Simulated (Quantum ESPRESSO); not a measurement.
# MgS (Niningerite): modes at Γ and the response to a field, part 2 of 4

Which modes does MgS (Niningerite) have at the zone centre?

Quantum ESPRESSO 7.5; DFT LDA, scalar-relativistic, plane waves, PseudoDojo norm-conserving pseudopotentials.

So far. Step 2 (A first look): A gap of 2.6 eV opens on this mesh, so the crystal is taken as an insulator; the start stands at -3.1 GPa. Step 4 (Ground state): The cell stands at -0.0030 GPa, close enough for phonons.

### Step 5. Zone-centre response

At q = 0 one unit cell holds all displacements; symmetry groups them into irreducible representations that are solved one by one. The response to a field gives ε∞ and the Born charges, which polar modes need.

ph.in

```
phonons
&INPUTPH
  prefix = 'x'
  outdir = './tmp'
  fildyn = 'g.dyn'
  tr2_ph = 1.0d-18
  epsil  = .true.
/
0.000000000000 0.000000000000 0.000000000000
```

Launch:

```console
$ OMP_NUM_THREADS=1 mpirun -n 4 ph.x -nk 4 -in ph.in > ph.out
```

What it wrote:

```text
[banners, grids, parts of the stress and lines that vanish by symmetry left out]
[banner, memory and clock lines left out]
Program PHONON v.7.5

     ./tmp/x.save/

     IMPORTANT: XC functional enforced from input :
     Exchange-correlation= PW
                           (   1   4   0   0   0   0   0)
     Any further DFT definition will be discarded
     Please, verify this is what you really want

     G-vector sticks info

     Reading collected, re-writing distributed wavefunctions in ./tmp/

     Number and degeneracy of irreps per q-point
       N         xq(1)         xq(2)         xq(3)   N irreps
       1   0.000000000   0.000000000   0.000000000       2
        3   3

     Calculation of q =    0.0000000   0.0000000   0.0000000

     phonons

     bravais-lattice index     =            2
     lattice parameter (alat)  =       9.6976  a.u.
     unit-cell volume          =     227.9961 (a.u.)^3
     number of atoms/cell      =            2
     number of atomic types    =            2
     kinetic-energy cut-off    =      92.0000  Ry
     charge density cut-off    =     368.0000  Ry
     convergence threshold     =      1.0E-18
     beta                      =       0.7000
     number of iterations used =            4
     Exchange-correlation= PW
                           (   1   4   0   0   0   0   0)

     celldm(1)=    9.69756  celldm(2)=    0.00000  celldm(3)=    0.00000
     celldm(4)=    0.00000  celldm(5)=    0.00000  celldm(6)=    0.00000

     crystal axes: (cart. coord. in units of alat)
               a(1) = ( -0.5000  0.0000  0.5000 )
               a(2) = (  0.0000  0.5000  0.5000 )
               a(3) = ( -0.5000  0.5000  0.0000 )

     reciprocal axes: (cart. coord. in units 2 pi/alat)
               b(1) = ( -1.0000 -1.0000  1.0000 )
               b(2) = (  1.0000  1.0000  1.0000 )
               b(3) = ( -1.0000  1.0000 -1.0000 )

     Atoms inside the unit cell:

     Cartesian axes

     site n.  atom      mass           positions (alat units)
        1  Mg     24.3050   tau(    1) = (    0.00000    0.00000    0.00000  )
        2  S      32.0600   tau(    2) = (   -0.50000    0.50000    0.50000  )

     Computing dynamical matrix for
                    q = (   0.0000000   0.0000000   0.0000000 )

     49 Sym.Ops. (with q -> -q+G )

     G cutoff =  876.6233  (  27317 G-vectors)     FFT grid: ( 45, 45, 45)
     number of k points=    29
                       cart. coord. in units 2pi/alat
        k(    1) = (   0.0000000   0.0000000   0.0000000), wk =   0.0039062
        k(    2) = (  -0.1250000   0.1250000  -0.1250000), wk =   0.0312500
        k(    3) = (  -0.2500000   0.2500000  -0.2500000), wk =   0.0312500
        [... further k-points left out ...]

     PseudoPot. # 1 for Mg read from file:
     ./pseudo/Mg.upf
     Pseudo is Norm-conserving, Zval = 10.0
     Using radial grid of 1510 points,  4 beta functions with:
                l(1) =   0
                l(2) =   0
                l(3) =   1
                l(4) =   1

     PseudoPot. # 2 for S  read from file:
     ./pseudo/S.upf
     Pseudo is Norm-conserving + core correction, Zval =  6.0
     Using radial grid of 1132 points,  6 beta functions with:
                l(1) =   0
                l(2) =   0
                l(3) =   1
                l(4) =   1
                l(5) =   2
                l(6) =   2

     Mode symmetry, O_h (m-3m)  point group:

     Electric field:
     Dielectric constant
     Born effective charges as d Force / d E

     Atomic displacements:
     There are    2 irreducible representations

     Representation     1      3 modes -  To be done

     Representation     2      3 modes -  To be done

     Alpha used in Ewald sum =   2.8000

     Electric Fields Calculation

      iter #   1   av.it.:   6.6
      thresh= 1.000E-02 alpha_mix =  0.700 |ddv_scf|^2 =  8.922E-08

      iter #   2   av.it.:  12.4
      thresh= 2.987E-05 alpha_mix =  0.700 |ddv_scf|^2 =  1.085E-08

      iter #   3   av.it.:  12.2
      thresh= 1.041E-05 alpha_mix =  0.700 |ddv_scf|^2 =  3.797E-11

      iter #   4   av.it.:  12.5
      thresh= 6.162E-07 alpha_mix =  0.700 |ddv_scf|^2 =  2.866E-13

      iter #   5   av.it.:  12.3
      thresh= 5.354E-08 alpha_mix =  0.700 |ddv_scf|^2 =  7.265E-15

      iter #   6   av.it.:  12.6
      thresh= 8.524E-09 alpha_mix =  0.700 |ddv_scf|^2 =  1.013E-17

      iter #   7   av.it.:  13.3
      thresh= 3.183E-10 alpha_mix =  0.700 |ddv_scf|^2 =  1.376E-19

     End of electric fields calculation

          Dielectric constant in cartesian axis

          (       5.647373742      -0.000000000      -0.000000000 )
          (       0.000000000       5.647373742       0.000000000 )
          (      -0.000000000       0.000000000       5.647373742 )

          Effective charges (d Force / dE) in cartesian axis without acoustic sum rule applied (asr)

           atom    1  Mg    Mean Z*:        2.30172
      Ex  (        2.30172        0.00000        0.00000 )
      Ey  (        0.00000        2.30172       -0.00000 )
      Ez  (        0.00000       -0.00000        2.30172 )
           atom    2  S     Mean Z*:       -2.31409
      Ex  (       -2.31409       -0.00000       -0.00000 )
      Ey  (       -0.00000       -2.31409        0.00000 )
      Ez  (        0.00000        0.00000       -2.31409 )

          Effective charges Sum: Mean:       -0.01238
             -0.01238       -0.00000        0.00000
             -0.00000       -0.01238       -0.00000
              0.00000       -0.00000       -0.01238

          Effective charges (d Force / dE) in cartesian axis with asr applied:
           atom    1  Mg    Mean Z*:        2.30790
      E*x (        2.30790        0.00000        0.00000 )
      E*y (        0.00000        2.30790       -0.00000 )
      E*z (        0.00000       -0.00000        2.30790 )
           atom    2  S     Mean Z*:       -2.30790
      E*x (       -2.30790       -0.00000       -0.00000 )
      E*y (       -0.00000       -2.30790        0.00000 )
      E*z (       -0.00000        0.00000       -2.30790 )

     Representation #   1 modes #   1   2   3

     Self-consistent Calculation

      iter #   1   av.it.:   6.8
      thresh= 1.000E-02 alpha_mix =  0.700 |ddv_scf|^2 =  1.189E-07

      iter #   2   av.it.:  12.7
      thresh= 3.449E-05 alpha_mix =  0.700 |ddv_scf|^2 =  1.275E-08

      iter #   3   av.it.:  12.7
      thresh= 1.129E-05 alpha_mix =  0.700 |ddv_scf|^2 =  1.364E-10

      iter #   4   av.it.:  12.5
      thresh= 1.168E-06 alpha_mix =  0.700 |ddv_scf|^2 =  2.722E-13

      iter #   5   av.it.:  12.9
      thresh= 5.218E-08 alpha_mix =  0.700 |ddv_scf|^2 =  6.664E-15

      iter #   6   av.it.:  13.0
      thresh= 8.163E-09 alpha_mix =  0.700 |ddv_scf|^2 =  1.422E-17

      iter #   7   av.it.:  13.4
      thresh= 3.771E-10 alpha_mix =  0.700 |ddv_scf|^2 =  1.973E-19

     End of self-consistent calculation

     Convergence has been achieved

     Representation #   2 modes #   4   5   6

     Self-consistent Calculation

      iter #   1   av.it.:   8.7
      thresh= 1.000E-02 alpha_mix =  0.700 |ddv_scf|^2 =  1.679E-06

      iter #   2   av.it.:  13.2
      thresh= 1.296E-04 alpha_mix =  0.700 |ddv_scf|^2 =  3.441E-08

      iter #   3   av.it.:  12.9
      thresh= 1.855E-05 alpha_mix =  0.700 |ddv_scf|^2 =  2.788E-09

      iter #   4   av.it.:  12.8
      thresh= 5.280E-06 alpha_mix =  0.700 |ddv_scf|^2 =  1.716E-11

      iter #   5   av.it.:  12.9
      thresh= 4.142E-07 alpha_mix =  0.700 |ddv_scf|^2 =  8.760E-14

      iter #   6   av.it.:  13.1
      thresh= 2.960E-08 alpha_mix =  0.700 |ddv_scf|^2 =  1.811E-16

      iter #   7   av.it.:  13.2
      thresh= 1.346E-09 alpha_mix =  0.700 |ddv_scf|^2 =  1.039E-17

      iter #   8   av.it.:  13.7
      thresh= 3.223E-10 alpha_mix =  0.700 |ddv_scf|^2 =  3.484E-21

     End of self-consistent calculation

     Convergence has been achieved

     Number of q in the star =    1
     List of q in the star:
          1   0.000000000   0.000000000   0.000000000

          Dielectric constant in cartesian axis

          (       5.647373742      -0.000000000      -0.000000000 )
          (       0.000000000       5.647373742       0.000000000 )
          (      -0.000000000       0.000000000       5.647373742 )

          Effective charges (d Force / dE) in cartesian axis without acoustic sum rule applied (asr)

           atom    1  Mg    Mean Z*:        2.30172
      Ex  (        2.30172        0.00000        0.00000 )
      Ey  (        0.00000        2.30172       -0.00000 )
      Ez  (        0.00000       -0.00000        2.30172 )
           atom    2  S     Mean Z*:       -2.31409
      Ex  (       -2.31409       -0.00000       -0.00000 )
      Ey  (       -0.00000       -2.31409        0.00000 )
      Ez  (        0.00000        0.00000       -2.31409 )

          Effective charges Sum: Mean:       -0.01238
             -0.01238       -0.00000        0.00000
             -0.00000       -0.01238       -0.00000
              0.00000       -0.00000       -0.01238

          Effective charges (d Force / dE) in cartesian axis with asr applied:
           atom    1  Mg    Mean Z*:        2.30790
      E*x (        2.30790        0.00000        0.00000 )
      E*y (        0.00000        2.30790       -0.00000 )
      E*z (        0.00000       -0.00000        2.30790 )
           atom    2  S     Mean Z*:       -2.30790
      E*x (       -2.30790       -0.00000       -0.00000 )
      E*y (       -0.00000       -2.30790        0.00000 )
      E*z (       -0.00000        0.00000       -2.30790 )

     Diagonalizing the dynamical matrix

     q = (    0.000000000   0.000000000   0.000000000 )

 **************************************************************************
     freq (    1) =       0.083531 [THz] =       2.786304 [cm-1]
     freq (    2) =       0.083531 [THz] =       2.786304 [cm-1]
     freq (    3) =       0.083531 [THz] =       2.786304 [cm-1]
     freq (    4) =       7.538277 [THz] =     251.449852 [cm-1]
     freq (    5) =       7.538277 [THz] =     251.449852 [cm-1]
     freq (    6) =       7.538277 [THz] =     251.449852 [cm-1]
 **************************************************************************

     Mode symmetry, O_h (m-3m)  point group:

     freq (   1-   3) =          2.8  [cm-1]   --> T_1u G_15  G_4- I
     freq (   4-   6) =        251.4  [cm-1]   --> T_1u G_15  G_4- I
```

Elapsed: 5.6 min, on 4 MPI ranks of Arm Neoverse N1, shared host.

Read from the output:

```yaml
miss_of_the_charge_sum_rule: 0.01237 e
largest_acoustic_frequency_at_the_zone_centre_before_the_sum_rule: 2.79 cm⁻¹
highest_optical_zone_centre_mode_no_lo_to_term: 251.4 cm⁻¹
lowest_optical_zone_centre_mode: 251.4 cm⁻¹
mean_high_frequency_dielectric_constant: 5.647
largest_born_charge_in_size_third_of_the_trace: 2.314 e
```

Born charge (rows field, columns displacement), before the sum rule (e), principal values of the symmetric part by kind of site:

```
atom  atoms with these values    low  middle   high   mean
 Mg1                        1   2.30    2.30   2.30   2.30
  S2                        1  -2.31   -2.31  -2.31  -2.31
```

In full for S2:

```
-2.31  0.00  0.00
 0.00 -2.31  0.00
 0.00  0.00 -2.31
```

High-frequency dielectric tensor:

```
5.65 0.00 0.00
0.00 5.65 0.00
0.00 0.00 5.65
```

The acoustic modes at Γ come out as far as 2.8 cm⁻¹ from zero, where they should vanish, a small numerical error; the Born charges miss their sum rule by 0.012 e, which is good.

### Step 6. Modes with the sum rule

A rigid shift of the crystal must cost nothing, but grids and finite bases break this; the acoustic sum rule is imposed before the matrix is diagonalised again. With Born charges the intensities follow, and the static dielectric tensor.

dynmat.in

```
&INPUT
  fildyn = 'g.dyn'
  asr    = 'simple'
  fileig = 'dynmat.eig'
  lperm  = .true.
/
```

Launch:

```console
$ dynmat.x -in dynmat.in > dynmat.out
```

What it wrote:

```text
[banner, memory and clock lines left out]
Program DYNMAT v.7.5

     Reading Dynamical Matrix from file g.dyn
     ...Force constants read
     ...epsilon and Z* read
     A direction for q was not specified:TO-LO splitting will be absent

     Polarizability (A^3 units)
     multiply by 0.392292 for Clausius-Mossotti correction
        12.494779    0.000000   -0.000000
        -0.000000   12.494779    0.000000
        -0.000000    0.000000   12.494779

     IR activities are in (D/A)^2/amu units

# mode   [cm-1]    [THz]      IR
    1     -0.00   -0.0000    0.0000
    2     -0.00   -0.0000    0.0000
    3     -0.00   -0.0000    0.0000
    4    251.43    7.5376    8.8890
    5    251.43    7.5376    8.8890
    6    251.43    7.5376    8.8890

Electronic dielectric permittivity tensor (relative, adimensional)
         5.647374    0.000000   -0.000000
        -0.000000    5.647374    0.000000
        -0.000000    0.000000    5.647374

 ... with zone-center polar mode contributions
        14.524108    0.000000    0.000000
         0.000000   14.524108    0.000000
         0.000000    0.000000   14.524108
```

Elapsed: 0.55 s, on 1 thread.

Numbers from this step:

```yaml
mean_static_dielectric_constant: 14.52
```

Unit eigenvectors of the mass-weighted matrix after the sum rule; no LO-TO term. The modes at Γ (shares of kinetic energy by element, %):

```
mode  frequency (cm⁻¹)  symmetry  Mg %  S %
   1               0.0  acoustic    43   57
   2               0.0  acoustic    43   57
   3               0.0  acoustic    43   57
   4             251.4       T1u    57   43
   5             251.4       T1u    57   43
   6             251.4       T1u    57   43
```

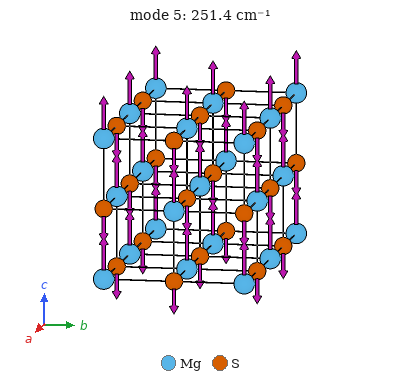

Displacement patterns of mode 5 at Γ; arrows are exaggerated. 2×1×1 conventional cells are drawn. Some periodic images of atoms are drawn too.

Degenerate modes summed, no LO-TO term. Infrared lines, with heights relative to the strongest:

```
position (cm⁻¹)  lines merged  label  IR intensity, relative
            251             3    T1u                     100
```

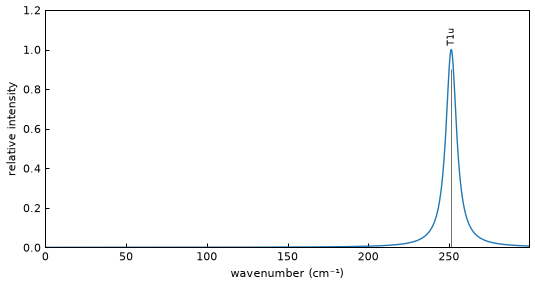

The infrared spectrum, broadened with Lorentzians of width 8 cm⁻¹; bars mark the lines.

Static dielectric tensor (ions relaxed, fixed cell):

```
14.52  0.00  0.00
 0.00 14.52  0.00
 0.00  0.00 14.52
```

The rule moves no optical mode by more than 0.1 cm⁻¹.

### Step 7. Modes along a direction of q (1 0 0)

A longitudinal polar mode sets up a macroscopic field that stiffens it; the term hangs on the direction from which q goes to zero.

dynmat.in

```
&INPUT
  fildyn = 'g.dyn'
  asr    = 'simple'
  fileig = 'dynmat.eig'
  q(1)   = 1.0
  q(2)   = 0.0
  q(3)   = 0.0
/
```

Launch:

```console
$ dynmat.x -in dynmat.in > dynmat.out
```

What it wrote:

```text
[banner, memory and clock lines left out]
Program DYNMAT v.7.5

     Reading Dynamical Matrix from file g.dyn
     ...Force constants read
     ...epsilon and Z* read

     Polarizability (A^3 units)
     multiply by 0.392292 for Clausius-Mossotti correction
        12.494779    0.000000   -0.000000
        -0.000000   12.494779    0.000000
        -0.000000    0.000000   12.494779

     IR activities are in (D/A)^2/amu units

# mode   [cm-1]    [THz]      IR
    1     -0.00   -0.0000    0.0000
    2     -0.00   -0.0000    0.0000
    3     -0.00   -0.0000    0.0000
    4    251.43    7.5376    8.8890
    5    251.43    7.5376    8.8890
    6    403.21   12.0880    8.8890
```

It took 0.52 s on 1 thread.

Numbers from this step:

```yaml
highest_mode_moved_by_the_lo_to_term: 403.2 cm⁻¹
```

Zone-centre frequencies as printed; negative means imaginary. Modes:

```
mode  frequency (cm⁻¹)
   1                 0
   2                 0
   3                 0
   4             251.4
   5             251.4
   6             403.2
```

The field moves one mode, from 251 to 403 cm⁻¹; the others stay.

### Step 8. Self-consistent run for the response, volume × 0.94

Bonds stiffen under compression, so frequencies follow the volume; the atoms are not relaxed anew.

scf.in

```
&CONTROL
  calculation = 'scf'
  prefix      = 'x'
  outdir      = './tmp'
  pseudo_dir  = './pseudo'
  tprnfor     = .true.
  tstress     = .true.
/
&SYSTEM
  ibrav       = 2
  celldm(1)   = 9.49959506
  nat         = 2
  ntyp        = 2
  ecutwfc     = 92.0
  occupations = 'fixed'
  nbnd        = 10
/
&ELECTRONS
  conv_thr         = 1.0d-12
  mixing_beta      = 0.7
  electron_maxstep = 100
/
ATOMIC_SPECIES
 Mg     24.3050  Mg.upf
 S      32.0600  S.upf
ATOMIC_POSITIONS crystal
 Mg     0.000000000   0.000000000   0.000000000
 S      0.500000000   0.500000000   0.500000000
K_POINTS automatic
 8 8 8 0 0 0
```

Launch:

```console
$ OMP_NUM_THREADS=1 mpirun -n 4 pw.x -nk 4 -in scf.in > scf.out
```

What it wrote:

```text
[banners, grids, parts of the stress and lines that vanish by symmetry left out]
[banner, memory and clock lines left out]
Program PWSCF v.7.5

[...]
kinetic-energy cutoff     =      92.0000  Ry
     charge density cutoff     =     368.0000  Ry
     scf convergence threshold =      1.0E-12
[...]
Exchange-correlation= SLA  PW   NOGX NOGC
                           (   1   4   0   0   0   0   0)
[...]
48 Sym. Ops., with inversion, found
[...]
number of k points=    29
[...]
End of self-consistent calculation
[...]
highest occupied, lowest unoccupied level (ev):     7.4301   10.2023
!    total energy              =    -140.89629900 Ry
[...]
convergence has been achieved in  11 iterations
[...]
atom    1 type  1   force =     0.00000000    0.00000000    0.00000000
     atom    2 type  2   force =     0.00000000    0.00000000    0.00000000
     Total force =     0.000000     Total SCF correction =     0.000000
[...]
total   stress  (Ry/bohr**3)                   (kbar)     P=       58.28
[...]
XML data file, charge density, pseudopotentials, collected wavefunctions
```

Elapsed: 19 s, on 4 MPI ranks.

Numbers from this step:

```
volume per atom   : 15.88 Å³
pressure          : 5.828 GPa
gap on the k-mesh : 2.772 eV
```

[end of part 2 of 4]

[Host names and launcher messages were left out of these logs when they were recorded.]

[Logs are printed without paths, hosts, clocks, repeated set-up lines and the standing remarks that a program may print on its own settings, such as how far it seeks lower states.]

[Hosts, paths, dates, database ids (printed as entryN), source tags and the programs' standing remarks are cut or masked in the printed files.]
